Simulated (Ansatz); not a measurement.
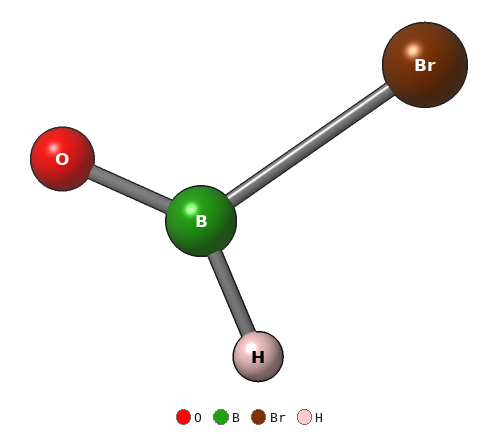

All atoms lie in one plane, which faces the viewer. State: charge −1, singlet. Computed geometry: PBE0-D4/def2-TZVPD optimisation. No frequency run is at hand to confirm it as a minimum.

**List the symmetry elements and name the point group.**

It has 1 mirror plane, so the point group is Cs. The group has 2 operations. The geometry is achiral, and symmetry allows a dipole moment.
